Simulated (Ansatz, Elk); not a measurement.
# Dielectric function and optical constants of ScF (model structure), part 2 of 2

Aim: the dielectric function of ScF (model structure), and the optical constants that follow from it. The cell was made here by substitution or stacking, whether or not such a phase is known. It was built so: All Cl replaced by F and Y replaced by Sc in the R-3m structure of YCl. The cell is first relaxed with Ansatz.

Elk 11.2.3 (patched build); DFT, PBE, all-electron APW+lo, Dirac cores, scalar-relativistic bands, independent-particle optical response without local fields.

So far: Set-up; Relaxation.

**3. Ground state**

First the ground state: is it a metal or has it a gap?

This step: DFT, PBE, all-electron APW+lo, Dirac cores, scalar-relativistic bands, ground state (Elk 11.2.3 (patched build)).

The input, elk.in:

```
tasks
  0
  120

xctype
  20

nempty
  8

lorbcnd
  .true.

rgkmax
  7.0

swidth
  0.0018375

maxscl
  100

epsengy
  1e-05

sppath
  './'

avec
  3.134083709129 1.809464073160 13.644657173117
  -3.134083709129 1.809464073160 13.644657173117
  0.000000000000 -3.618928146226 13.644657173130

atoms
  2
  'Sc.in'
  2
  0.774490986300 0.774490986300 0.774490986300   0.000 0.000 0.000
  0.225509013700 0.225509013700 0.225509013700   0.000 0.000 0.000
  'F.in'
  2
  0.608730220500 0.608730220500 0.608730220500   0.000 0.000 0.000
  0.391269779500 0.391269779500 0.391269779500   0.000 0.000 0.000

ngridk
  7 7 7

vkloff
  0.2500 0.5000 0.6250
```

Launch:

```bash
$ OMP_NUM_THREADS=2 elk
```

Numbers of over 12 decimals in the logs are rounded to 6 here.

Output:

```text
┌─────────────────────────┐
│ Elk code version 11.2.3 │
└─────────────────────────┘

All units are atomic (Hartree, Bohr, etc.)

┌─────────────────────────────────────────────────┐
│ Ground-state run starting from atomic densities │
└─────────────────────────────────────────────────┘

Lattice vectors :
   3.134083709       1.809464073       13.64465717
  -3.134083709       1.809464073       13.64465717
   0.000000000      -3.618928146       13.64465717

Reciprocal lattice vectors :
   1.002395898      0.5787335415      0.1534956193
  -1.002395898      0.5787335415      0.1534956193
  0.5750349321E-18  -1.157467083      0.1534956193

Unit cell volume      :    464.2740771
Brillouin zone volume :   0.5342753897

Muffin-tin inner radius fraction :   0.1000000000E-01

Nuclei treated as point charges

Species : 1 (Sc)
 parameters loaded from : Sc.in
 name : scandium
 nuclear charge    :   -21.00000000
 electronic charge :    21.00000000
 atomic mass :    81949.61073
 muffin-tin radius :    2.239276280
 number of radial points in muffin-tin :    993
 inner part over the whole radius :   0.9948709472E-02
 number on inner part of muffin-tin    :    697
 approximate nuclear radius :   0.6711386133E-04
 number of mesh points to nuclear radius :    324
 atomic positions (lattice), magnetic fields (Cartesian) :
  1 :   0.27449099  0.27449099  0.27449099    0.00000000  0.00000000  0.00000000
  2 :  -0.27449099 -0.27449099 -0.27449099    0.00000000  0.00000000  0.00000000

Species : 2 (F)
 parameters loaded from : F.in
 name : fluorine
 nuclear charge    :   -9.000000000
 electronic charge :    9.000000000
 atomic mass :    34631.97045
 muffin-tin radius :    1.866063567
 number of radial points in muffin-tin :    593
 inner part over the whole radius :   0.9912821161E-02
 number on inner part of muffin-tin    :    409
 approximate nuclear radius :   0.5278478738E-04
 number of mesh points to nuclear radius :    175
 atomic positions (lattice), magnetic fields (Cartesian) :
  1 :   0.10873022  0.10873022  0.10873022    0.00000000  0.00000000  0.00000000
  2 :  -0.10873022 -0.10873022 -0.10873022    0.00000000  0.00000000  0.00000000

Total number of atoms per unit cell :    4
Total muffin-tin volume :    148.5054090
 ratio of muffin-tin to unit cell volume :   0.3198658214

Spin treatment :
 spin-unpolarised

Number of Bravais lattice symmetries :   12
Number of crystal symmetries         :   12
Crystal has inversion symmetry
Real symmetric eigensolver will be used

k-point grid :      7     7     7
k-point offset :   0.2500000000      0.5000000000      0.6250000000
k-point set is reduced with full crystal symmetry group
Total number of k-points :      343

Muffin-tin radius times maximum |G+k| :    7.000000000
 using average radius
Maximum |G+k| for APW functions       :    3.410192705
Maximum (1/2)|G+k|²                   :    5.814707144
Maximum |G| for potential and density :    12.00000000
Constant for pseudocharge density :    7
 order of it for each species :   14  14
 order of it for pair densities of each species (exact exchange by exxq0 0: 14) :   12   7
Radial integration step length :    1

G-vector grid sizes :     54    54    54
Number of G-vectors :    13445

Maximum angular momentum used for
 APW functions            :    8
 outer part of muffin-tin :    6
 inner part of muffin-tin :    2

Total nuclear charge    :   -60.00000000
Total core charge       :    24.00000000
Total valence charge    :    36.00000000
Total excess charge     :    0.000000000
Total electronic charge :    60.00000000

Effective Wigner radius, rₛ :    1.227000836

Number of empty states         :     32
Total number of valence states :     51
Total number of core states    :     24

Conduction state local-orbitals added automatically
Third-order local-orbitals added for an l without core states : F
Total number of local-orbitals :    238

Exchange-correlation functional :     20     0     0
 Perdew-Burke-Ernzerhof, Phys. Rev. Lett. 77, 3865 (1996)
 gradient requirement :    1
 generalised gradient approximation (GGA)

Smearing type :    3
 Fermi-Dirac
Smearing width :   0.1837500000E-02
Effective electronic temperature (K) :    580.2366081

Mixing type :    3
 Broyden mixing, J. Phys. A: Math. Gen. 17, L317 (1984)

Kohn-Sham potential initialised from atomic data

┌──────────────────────────────┐
│ Self-consistent loop started │
└──────────────────────────────┘

┌─────────────────┐
│ Loop number : 1 │
└─────────────────┘

Energies :
 Fermi                       :     0.96013831034707E-01
 sum of occupied eigenvalues :     -1001.3065814999
 electron kinetic            :      1742.3423736696
 core electron kinetic       :      1579.2437283461
 Coulomb                     :     -3372.1202302353
 Coulomb potential           :     -2610.2639367494
 nuclear-nuclear             :     -269.74957270329
 electron-nuclear            :     -3602.1727022931
 Hartree                     :      499.80204476104
 Madelung                    :     -2066.9882618606
 xc potential                :     -133.38501842008
 exchange                    :     -96.838383574500
 correlation                 :     -2.391999
 electron entropic           :    -0.17449912209497E-02
 total energy                :     -1729.0099845557

Density of states at Fermi energy :    166.6715429
 (states/Hartree/unit cell)

Estimated indirect band gap :   0.2399651254E-04
 from k-point 222 to k-point 69
Estimated direct band gap   :   0.5886497651E-02
 at k-point 150

Charges :
 core                        :    24.00000000
 valence                     :    36.00000000
 interstitial                :    4.655777960
 muffin-tins (core leakage)
  species : 1 (Sc)
   atom 1                    :    18.68822963     ( -0.1970786254E-06)
   atom 2                    :    18.68822963     ( -0.1970786254E-06)
  species : 2 (F)
   atom 1                    :    8.983881390     ( -0.2898015241E-06)
   atom 2                    :    8.983881390     ( -0.2898015241E-06)
 total in muffin-tins        :    55.34422204
 total calculated charge     :    59.99871880
 total charge                :    60.00000000
 error                       :   0.1281203452E-02

┌─────────────────┐
│ Loop number : 2 │
└─────────────────┘

Energies :
 Fermi                       :     0.96899218654187E-01
 sum of occupied eigenvalues :     -1001.2564863685
 electron kinetic            :      1742.0447489825
 core electron kinetic       :      1579.1084239686
 Coulomb                     :     -3372.0946830606
 Coulomb potential           :     -2610.2412824706
 nuclear-nuclear             :     -269.74957270329
 electron-nuclear            :     -3602.1445035076
 Hartree                     :      499.79939315032
 Madelung                    :     -2066.9740418253
 xc potential                :     -133.05995288039
 exchange                    :     -96.832808061528
 correlation                 :     -2.391955
 electron entropic           :    -0.17481043898049E-02
 total energy                :     -1729.2764449333

Density of states at Fermi energy :    166.9485764
 (states/Hartree/unit cell)

Estimated indirect band gap :   0.3338427350E-04
 from k-point 152 to k-point 165
Estimated direct band gap   :   0.5903365198E-02
 at k-point 150

Charges :
 core                        :    24.00000000
 valence                     :    36.00000000
 interstitial                :    4.657330955
 muffin-tins (core leakage)
  species : 1 (Sc)
   atom 1                    :    18.69172473     ( -0.1970889993E-06)
   atom 2                    :    18.69172473     ( -0.1970889993E-06)
  species : 2 (F)
   atom 1                    :    8.979609788     ( -0.2898013407E-06)
   atom 2                    :    8.979609788     ( -0.2898013407E-06)
 total in muffin-tins        :    55.34266905
 total calculated charge     :    59.99871903
 total charge                :    60.00000000
 error                       :   0.1280972929E-02

RMS change in Kohn-Sham potential (target) :   0.8433634399     (  0.1000000000E-05)
Absolute change in total energy (target)   :   0.2664603776     (  0.1000000000E-04)

[... 11 loops left out ...]

┌──────────────────┐
│ Loop number : 14 │
└──────────────────┘

Energies :
 Fermi                       :     0.190813
 sum of occupied eigenvalues :     -995.67815779559
 electron kinetic            :      1741.3816292508
 core electron kinetic       :      1578.8033000615
 Coulomb                     :     -3370.7895215533
 Coulomb potential           :     -2608.9748236023
 nuclear-nuclear             :     -269.74957270329
 electron-nuclear            :     -3600.8066851357
 Hartree                     :      499.76673628569
 Madelung                    :     -2066.3021097522
 xc potential                :     -128.08496344412
 exchange                    :     -96.633796498192
 correlation                 :     -2.389569
 electron entropic           :    -0.19342812223314E-02
 total energy                :     -1728.4331918563

Density of states at Fermi energy :    181.4009420
 (states/Hartree/unit cell)

Estimated indirect band gap :   0.4721973125E-04
 from k-point 116 to k-point 93
Estimated direct band gap   :   0.5773344327E-02
 at k-point 242

Charges :
 core                        :    24.00000000
 valence                     :    36.00000000
 interstitial                :    4.668710237
 muffin-tins (core leakage)
  species : 1 (Sc)
   atom 1                    :    18.84794474     ( -0.1972715609E-06)
   atom 2                    :    18.84794474     ( -0.1972715609E-06)
  species : 2 (F)
   atom 1                    :    8.817700137     ( -0.2897942042E-06)
   atom 2                    :    8.817700137     ( -0.2897942042E-06)
 total in muffin-tins        :    55.33128976
 total calculated charge     :    59.99872829
 total charge                :    60.00000000
 error                       :   0.1271713183E-02

RMS change in Kohn-Sham potential (target) :   0.6606265489E-06 (  0.1000000000E-05)
Absolute change in total energy (target)   :   0.8644402442E-05 (  0.1000000000E-04)

Convergence targets achieved

┌──────────────────┐
│ Loop number : 15 │
└──────────────────┘

Energies :
 Fermi                       :     0.190813
 sum of occupied eigenvalues :     -995.67815554521
 electron kinetic            :      1741.3816324111
 core electron kinetic       :      1578.8033005046
 Coulomb                     :     -3370.7895243656
 Coulomb potential           :     -2608.9748254619
 nuclear-nuclear             :     -269.74957270329
 electron-nuclear            :     -3600.8066887442
 Hartree                     :      499.76673708195
 Madelung                    :     -2066.3021116346
 xc potential                :     -128.08496249436
 exchange                    :     -96.633796701328
 correlation                 :     -2.389569
 electron entropic           :    -0.19342813958457E-02
 total energy                :     -1728.4331916943

Density of states at Fermi energy :    181.4009530
 (states/Hartree/unit cell)

Estimated indirect band gap :   0.4720730537E-04
 from k-point 116 to k-point 93
Estimated direct band gap   :   0.5773351866E-02
 at k-point 242

Charges :
 core                        :    24.00000000
 valence                     :    36.00000000
 interstitial                :    4.668710037
 muffin-tins (core leakage)
  species : 1 (Sc)
   atom 1                    :    18.84794484     ( -0.1972726675E-06)
   atom 2                    :    18.84794484     ( -0.1972726675E-06)
  species : 2 (F)
   atom 1                    :    8.817700137     ( -0.2897945661E-06)
   atom 2                    :    8.817700137     ( -0.2897945661E-06)
 total in muffin-tins        :    55.33128996
 total calculated charge     :    59.99872829
 total charge                :    60.00000000
 error                       :   0.1271713200E-02

┌──────────────────────────────┐
│ Self-consistent loop stopped │
└──────────────────────────────┘

Wrote STATE.OUT
```

The job ended after 3.8 min (2 threads of Intel Xeon Platinum 8488C (Sapphire Rapids), shared host; peak memory 0.33 GiB; 7.5 min of CPU time).

This step gave:

| Property | Result |
| --- | --- |
| total energy | -1728 Ha |
| Fermi energy | 5.192 eV |
| DOS at the Fermi level | 6.666 states/eV/cell |

There are states at the Fermi level within the smearing, so the occupations stay smeared and the carriers get a Drude term.

**4. Independent particles**

The spectrum is a sum over vertical transitions between filled and empty bands at the fixed density, so many empty bands are needed.

This step: DFT, PBE, all-electron APW+lo, Dirac cores, scalar-relativistic bands, independent-particle optical response without local fields (Elk 11.2.3 (patched build)).

Changes to elk.in since step 3:

```diff
@@ -1,4 +1,10 @@
 tasks
-  0
-  120
+  121
+
+optcomp
+  1 1
+  3 3
+
+intraband
+  .true.
 
@@ -17,9 +23,7 @@
 swidth
-  0.0018375
+  0.0036749
 
-maxscl
-  100
-
-epsengy
-  1e-05
+wplot
+  400 100 0
+  0.0 0.73499
```

Launch:

```bash
$ OMP_NUM_THREADS=2 elk
```

Output:

```text
┌─────────────────────────────────┐
│ Elk code version 11.2.3 started │
└─────────────────────────────────┘

Info(readinput): the functional depends on the density's gradient
 muffin-tin radial points multiplied by    2.00000
 (not where nrmtscf is given)

┌────────────────────┐
│ Current task : 121 │
└────────────────────┘
Info(checkmt): changed muffin-tin radius of species 1 (Sc) from   2.4000 to   2.2393
Info(checkmt): changed muffin-tin radius of species 2 (F) from   2.0000 to   1.8661

Info(findsymcrys): atomic basis shift (lattice) :
  0.5000000000      0.5000000000      0.5000000000
See GEOMETRY.OUT for new atomic positions

Info(dielectric):
 dielectric tensor written to EPSILON_ij.OUT
 optical conductivity written to SIGMA_ij.OUT
 plasma frequency written to PLASMA_ij.OUT
 for components
  i = 1, j = 1
  i = 3, j = 3

┌──────────────────┐
│ Elk code stopped │
└──────────────────┘
```

The job ended after 3.2 s (2 threads; peak memory 0.06 GiB).

This step gave:

| Item | Value |
| --- | --- |
| centre of weight of the strongest loss peak in the window | 12.73 eV |
| Drude plasma energy, first axis | 2.196 eV |

The Im ε has structure finer than the step of the table below, so its rows give means over 1 eV, whole bins alone (the curve runs from 0.300 to 20.0 eV). Peaks (eV: height): E ∥ x 2.1: 8.72, 3.1: 6.82, 5.2: 4.30, 10.0: 2.88; E ∥ z 2.0: 8.74, 3.1: 7.73, 10.0: 2.81.

Sum at mesh points, not converged in k. Im ε against photon energy; means over each step:

```csv
photon energy (eV),E ∥ x,E ∥ z
1,2.27,3.31
2,5.48,7.28
3,5.80,6.75
4,3.30,4.06
5,3.80,1.76
6,1.96,1.77
7,1.27,1.26
8,1.80,1.46
9,2.17,1.71
10,2.54,2.52
11,2.01,2.11
12,0.872,0.965
13,0.505,0.518
14,0.426,0.486
15,0.478,0.472
16,0.465,0.488
17,0.479,0.502
18,0.534,0.551
19,0.468,0.445
```

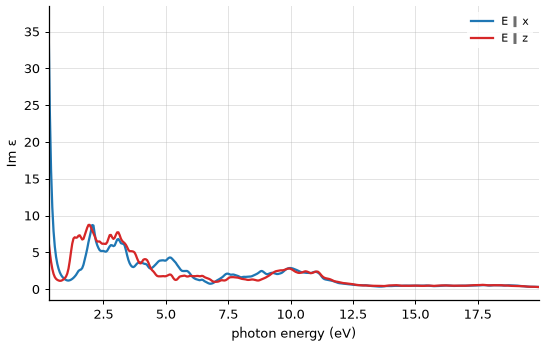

Im ε, plotted against photon energy.

Values under 1 per cm are given as 1; sum at mesh points, not converged in k. Absorption coefficient against photon energy:

```csv
photon energy (eV),E ∥ x (1/cm),E ∥ z (1/cm)
1.00,51690,26720
2.00,2.7e5,3.2e5
3.00,4.2e5,4.9e5
4.00,4.5e5,5.3e5
5.00,5.9e5,4.0e5
6.00,6.5e5,4.4e5
7.00,2.7e5,3.1e5
8.00,5.0e5,4.7e5
9.00,7.3e5,4.7e5
10.00,1.1e6,1.0e6
11.00,1.3e6,1.2e6
12.00,8.6e5,8.8e5
13.00,5.4e5,4.8e5
14.00,3.6e5,4.1e5
15.00,3.9e5,4.0e5
16.00,3.8e5,4.2e5
17.00,4.2e5,4.0e5
18.00,4.6e5,4.9e5
19.00,5.0e5,4.5e5
```

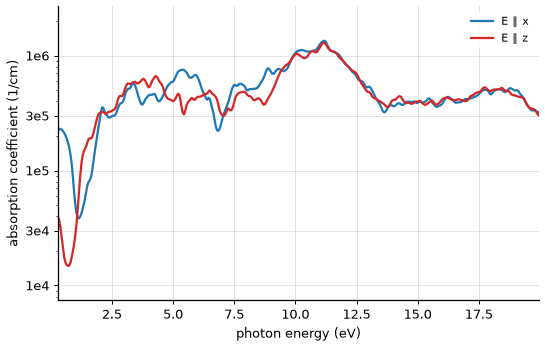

Absorption coefficient against photon energy.

The loss function −Im 1/ε at q → 0 has structure finer than the step of the table below, so its rows give means over 2 eV, whole bins alone (the curve runs from 0.300 to 20.0 eV). Peaks (eV: height): E ∥ x 1.0: 0.659, 6.3: 0.737, 12.6: 1.66; E ∥ z 5.4: 0.638, 6.9: 0.583, 12.7: 1.61.

Sum at mesh points, not converged in k. Loss function −Im 1/ε at q → 0 against energy loss; means over each step:

```csv
energy loss (eV),E ∥ x,E ∥ z
2,0.102,0.0827
4,0.225,0.292
6,0.451,0.467
8,0.310,0.325
10,0.372,0.336
12,1.10,1.04
14,0.880,0.790
16,0.507,0.485
18,0.479,0.482
```

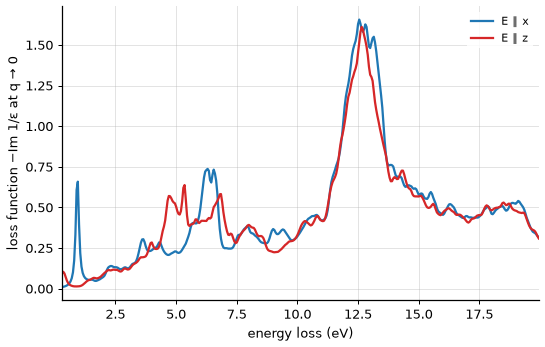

Loss function −Im 1/ε at q → 0, plotted against energy loss.

The reflectivity at normal incidence has structure finer than the step of the table below, so its rows give means over 1 eV, whole bins alone (the curve runs from 0.300 to 20.0 eV). Peaks (eV: height): E ∥ x 2.1: 33.9, 5.4: 27.8, 11.3: 32.0; E ∥ z 1.9: 33.6, 3.2: 34.6, 4.4: 33.6, 6.5: 11.4, 11.3: 26.8.

Sum at mesh points, not converged in k. Reflectivity at normal incidence against photon energy; means over each step:

```csv
photon energy (eV),E ∥ x (%),E ∥ z (%)
1,35.2,28.0
2,27.1,30.7
3,28.4,31.4
4,19.0,30.4
5,22.7,15.5
6,19.3,10.2
7,6.59,6.72
8,9.47,7.23
9,12.0,8.77
10,16.9,15.7
11,24.2,21.2
12,23.0,20.2
13,9.98,8.35
14,2.81,2.83
15,2.09,1.91
16,1.64,1.63
17,1.46,1.54
18,1.82,1.93
19,1.66,1.50
```

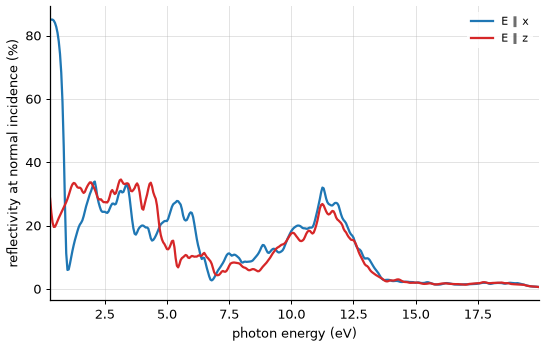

Reflectivity at normal incidence against photon energy.

Optical constants at common wavelengths, from n + ik = √ε:

```csv
wavelength (nm),n x,k x,R (%) x,1/α x,n z,k z,R (%) z,1/α z
1550,0.56,1.742,59.1,71 nm,2.98,0.193,24.9,638 nm
1064,1.89,0.327,10.7,259 nm,3.53,0.596,32.4,142 nm
532,2.16,1.255,25.2,34 nm,2.39,1.356,28.3,31 nm
450,2.32,1.260,26.4,28 nm,2.45,1.501,30.8,24 nm
405,2.23,1.517,30.0,21 nm,2.25,1.716,33.4,19 nm
365,1.61,1.667,32.9,17 nm,1.76,1.717,33.4,17 nm
308,1.63,1.111,20.0,22 nm,1.38,1.309,25.2,19 nm
```

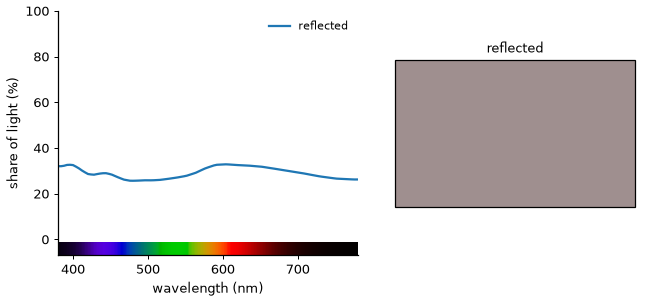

Light reflected across the visible range, with the colour that it makes of daylight (sRGB).

A polished face would reflect 29 % of daylight and look faintly pink-red (CIE x = 0.330, y = 0.329 under D65).

**5. Results**

* Drude plasma energy, first axis: 2.20 eV
* centre of weight of the strongest loss peak in the window, first axis: 12.7 eV

In words: At this level (PBE, independent particles) ScF is a metal with a Drude plasma energy of 2.2 eV along x and 0.6 eV along z. The mesh is too coarse to trust the carriers' weight, the reflectivity or the colour to better than tens of per cent. The cell grew by 20.3 % in volume. Along x the bare Drude plasma energy is 2.2 eV; Re ε first rises through zero at 0.92 eV, far lower, because interband transitions screen the carriers. A polished face would reflect 29 % of daylight and look faintly pink-red (CIE x = 0.330, y = 0.329 under D65). The carriers' damping of 0.1 eV is typed, not computed; at 0.8 eV the carriers give 48 % of Im ε along the first axis; the rest comes from the sum over bands, which at low energy also holds close bands and the noise of the mesh. The cell grew by 20 % in the relaxation, which can come from the guessed start or, where layers or molecules are weakly bound, from the missing dispersion term; a larger cell lowers ε. The sum runs over mesh points 0.32 Å⁻¹ apart with no interpolation, so peaks are partly noise of the mesh, and the Drude plasma energy, a sum over the Fermi surface, isn't converged. Besides steps told in other documents, this task had 3 runs with a known fault of program or setting; those not told in a step above aren't shown.

[Machine, clock and banner lines and Python warnings are left out of the logs.]

[Logs are printed without paths, hosts, clocks, repeated set-up lines and the standing remarks that a program may print on its own settings, such as how far it seeks lower states.]

[Hosts, paths, dates, database ids (printed as entryN), source tags and the programs' standing remarks are cut or masked in the printed files.]
